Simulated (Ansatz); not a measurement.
# HOF (hypofluorous acid): CCSD(T)/STO-3G

Aim: the vertical singlet–triplet gap of HOF (hypofluorous acid) at CCSD(T)/STO-3G, from 2 runs. 

The results are computed with Ansatz 0.2.0.

55 further runs of the same task are left out: 1 that didn't finish, 54 set aside as unsound or not needed.

## 1. The structure to begin with

The species is HOF (3 atoms), meant as a singlet with charge 0. As SMILES, `OF`. The shape is that of a PBE0-D4/def2-TZVP optimisation.

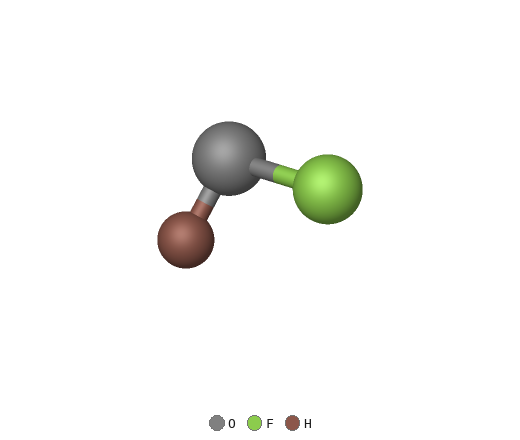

Viewed from a chosen angle; oxygen grey, fluorine green, hydrogen brown.

## 2. The energy at CCSD(T)/STO-3G

run.yaml

```yaml
crystal:
  periodic: [false, false, false]
  atoms:
    - symbol: O
      position_ang: [0.430590, -0.210340, 0.216330]
    - symbol: F
      position_ang: [-0.221910, 1.014620, -0.010980]
    - symbol: H
      position_ang: [-0.208690, -0.804280, -0.205350]
basis:
  gaussian: {orbitals: STO-3G}
accuracy: high
scf: {omitted_lower_state_checks: [cluster_reference, increment]}
magnetization: {spin_polarized: false}
correlation: {method: ccsd_t, frozen_orbitals: {F: 1, H: 0, O: 1}}
```

Run with:

```console
$ ansatz run run.yaml --threads 1 --pin off --max-ram 3480MiB --events-out events.jsonl --progress --plain --runs-dir runs
```

What it wrote:

```text
Warning: RAYON_NUM_THREADS=1 ignored (pool sized by the plan → 1); use --threads N
Functional definition: HF
  name "HF"
  exchange = exact_x
  correlation = 0
these checks for a lower state are left out or cut short: cluster_reference, increment
168 factors; integrals over basis functions are off by at most 4.3e-8 eV
mean field evaluation 1: about -4689.7414 eV, gradient 1.0e1 eV
mean field evaluation 2: about -4689.8546 eV, gradient 1.0e1 eV
mean field evaluation 4: about -4690.3973 eV, gradient 5.0e-1 eV
mean field evaluation 8: about -4690.3981 eV, gradient 1.1e-6 eV
mean field -4690.39808955 eV, -172.3689505250 hartree, gradient 2.8e-8 eV, S^2 0.000000; 0 other end points of the search recorded, 0 dependent functions left out
2 core orbitals not correlated: weight in the atoms' cores, before any rotation towards them, 1.000 or more for the frozen orbitals, at most 0.000 for the correlated occupied ones
reference -4690.39808955 eV, -172.3689505250 hartree; 7, 7 occupied and 2, 2 virtual orbitals, 168 factors
second order -1.67872442 eV of doubles, -0.00000000 eV of singles
cycle   1  -2.13298578 eV  change   -4.5e-1 eV  update   5.5e-2
cycle   2  -2.39215136 eV  change   -2.6e-1 eV  update   2.3e-2
cycle   3  -2.40218429 eV  change   -1.0e-2 eV  update   4.2e-3
cycle   4  -2.40396923 eV  change   -1.8e-3 eV  update   1.6e-3
cycle   5  -2.40371301 eV  change    2.6e-4 eV  update   5.4e-4
cycle   6  -2.40351300 eV  change    2.0e-4 eV  update   2.4e-4
cycle   7  -2.40371039 eV  change   -2.0e-4 eV  update   1.2e-4
cycle   8  -2.40368752 eV  change    2.3e-5 eV  update   4.1e-5
cycle   9  -2.40366975 eV  change    1.8e-5 eV  update   1.2e-5
cycle  10  -2.40367479 eV  change   -5.0e-6 eV  update   2.9e-6
cycle  11  -2.40367574 eV  change   -9.5e-7 eV  update   9.8e-7
cycle  12  -2.40367638 eV  change   -6.4e-7 eV  update   3.2e-7
cycle  13  -2.40367588 eV  change    5.0e-7 eV  update   1.1e-7
cycle  14  -2.40367592 eV  change   -3.8e-8 eV  update   4.0e-8
cycle  15  -2.40367587 eV  change    5.0e-8 eV  update   2.3e-8
cycle  16  -2.40367580 eV  change    7.1e-8 eV  update   1.9e-8
cycle  17  -2.40367537 eV  change    4.4e-7 eV  update   6.4e-8
cycle  18  -2.40367522 eV  change    1.5e-7 eV  update   2.6e-8
cycle  19  -2.40367517 eV  change    5.0e-8 eV  update   8.4e-9
cycle  20  -2.40367516 eV  change    1.1e-8 eV  update   2.9e-9
cycle  21  -2.40367516 eV  change   -1.7e-9 eV  update  7.1e-10
cycle  22  -2.40367516 eV  change  -6.8e-10 eV  update  2.2e-10
perturbative correction -0.00812127 eV, -0.0002984510 hartree
Total energy: -4692.80988598 eV, -172.4575824090 hartree
Checks for a lower state left out: cluster_reference, increment
```

Run time: 0.1 s. Hardware: 1 thread of Arm Neoverse V1, shared host.

## 3. The triplet at the same level

molecule.yaml

```yaml
crystal:
  periodic: [false, false, false]
  atoms:
    - {symbol: O, position_ang: [0.430590, -0.210340, 0.216330]}
    - {symbol: F, position_ang: [-0.221910, 1.014620, -0.010980]}
    - {symbol: H, position_ang: [-0.208690, -0.804280, -0.205350]}
basis:
  gaussian: {orbitals: STO-3G}
magnetization: {spin_polarized: true, initial_magnetization: 2}
correlation: {method: ccsd_t, frozen_orbitals: {F: 1, H: 0, O: 1}}
accuracy: high
scf: {omitted_lower_state_checks: [cluster_reference, increment]}
```

Run with:

```console
$ ansatz run molecule.yaml --threads 1 --pin off --max-ram 3480MiB --events-out events.jsonl --progress --plain --runs-dir runs
```

What it wrote:

```text
Warning: RAYON_NUM_THREADS=1 ignored (pool sized by the plan → 1); use --threads N
[... 4 set-up lines as earlier in the session ...]
these checks for a lower state are left out or cut short: cluster_reference, increment
168 factors; integrals over basis functions are off by at most 4.3e-8 eV
mean field evaluation 1: about -4684.3620 eV, gradient 7.6e0 eV
mean field evaluation 2: about -4684.6385 eV, gradient 7.6e0 eV
mean field evaluation 4: about -4685.3945 eV, gradient 1.3e0 eV
mean field evaluation 8: about -4685.2566 eV, gradient 4.0e-1 eV
mean field evaluation 16: about -4685.6483 eV, gradient 1.7e-4 eV
mean field evaluation 32: about -4684.9789 eV, gradient 3.0e-1 eV
mean field -4685.64834561 eV, -172.1944006548 hartree, gradient 1.3e-8 eV, S^2 2.006318; 5 other end points of the search recorded, 0 dependent functions left out
2 core orbitals not correlated: weight in the atoms' cores, before any rotation towards them, 1.000 or more for the frozen orbitals, at most 0.000 for the correlated occupied ones
reference -4685.64834561 eV, -172.1944006548 hartree; 8, 6 occupied and 1, 3 virtual orbitals, 168 factors
second order -0.77369380 eV of doubles, -0.00000000 eV of singles
cycle   1  -1.04879661 eV  change   -2.8e-1 eV  update   6.2e-2
cycle   2  -1.31401339 eV  change   -2.7e-1 eV  update   5.3e-2
cycle   3  -1.76502752 eV  change   -4.5e-1 eV  update   4.2e-2
cycle   4  -1.81347350 eV  change   -4.8e-2 eV  update   1.4e-2
cycle   5  -1.83591198 eV  change   -2.2e-2 eV  update   4.8e-3
cycle   6  -1.83206386 eV  change    3.8e-3 eV  update   1.6e-3
cycle   7  -1.83049513 eV  change    1.6e-3 eV  update   8.5e-4
cycle   8  -1.83310683 eV  change   -2.6e-3 eV  update   3.3e-4
cycle   9  -1.83297550 eV  change    1.3e-4 eV  update   1.1e-4
cycle  10  -1.83288242 eV  change    9.3e-5 eV  update   5.2e-5
cycle  11  -1.83292286 eV  change   -4.0e-5 eV  update   2.1e-5
cycle  12  -1.83292211 eV  change    7.5e-7 eV  update   9.6e-6
cycle  13  -1.83291542 eV  change    6.7e-6 eV  update   4.5e-6
cycle  14  -1.83291200 eV  change    3.4e-6 eV  update   1.8e-6
cycle  15  -1.83291268 eV  change   -6.8e-7 eV  update   7.8e-7
cycle  16  -1.83291352 eV  change   -8.4e-7 eV  update   3.8e-7
cycle  17  -1.83291414 eV  change   -6.2e-7 eV  update   1.8e-7
cycle  18  -1.83291416 eV  change   -2.6e-8 eV  update   7.4e-8
cycle  19  -1.83291408 eV  change    8.0e-8 eV  update   4.5e-8
cycle  20  -1.83291407 eV  change    1.5e-8 eV  update   2.6e-8
cycle  21  -1.83291378 eV  change    2.8e-7 eV  update   1.8e-7
cycle  22  -1.83291322 eV  change    5.6e-7 eV  update   1.2e-7
cycle  23  -1.83291276 eV  change    4.7e-7 eV  update   6.2e-8
cycle  24  -1.83291257 eV  change    1.9e-7 eV  update   2.4e-8
cycle  25  -1.83291251 eV  change    6.2e-8 eV  update   1.0e-8
cycle  26  -1.83291248 eV  change    2.7e-8 eV  update   4.4e-9
cycle  27  -1.83291249 eV  change   -8.8e-9 eV  update   2.1e-9
cycle  28  -1.83291249 eV  change    2.8e-9 eV  update  8.0e-10
cycle  29  -1.83291249 eV  change  -3.6e-10 eV  update  2.9e-10
perturbative correction -0.00958687 eV, -0.0003523111 hartree
Total energy: -4687.49084498 eV, -172.2621112574 hartree
Checks for a lower state left out: cluster_reference, increment
```

Run time: 0.2 s. Hardware: 1 thread of Arm Neoverse V1, shared host.

## 4. Outcome

Level: CCSD(T)/STO-3G, 2 core orbitals frozen.

| quantity | value |
| --- | --- |
| singlet: total energy | -172.45758 Eh |
| singlet: correlation energy (2 core orbitals frozen) | -88.6 mEh |
| singlet: (T) correction | -0.30 mEh |
| singlet: T1 diagnostic | 0.007 |
| triplet: total energy | -172.26211 Eh |
| triplet: correlation energy (2 core orbitals frozen) | -67.7 mEh |
| triplet: (T) correction | -0.35 mEh |
| triplet: ⟨S²⟩ of the reference determinant | 2.006 |
| triplet: T1 diagnostic | 0.071 |
| vertical energy of the triplet above the singlet | 5.319 eV |

What this shows: At this shape the triplet lies 5.32 eV (513 kJ/mol) above the singlet. In a minimal basis such a difference can be off by several eV, whatever the method. The triples (singlet) make up 0.3 % of the correlation energy. The T1 diagnostic (triplet) of 0.071 is above the customary mark for such species, so a single reference may not serve. The triples (triplet) make up 0.5 % of the correlation energy.
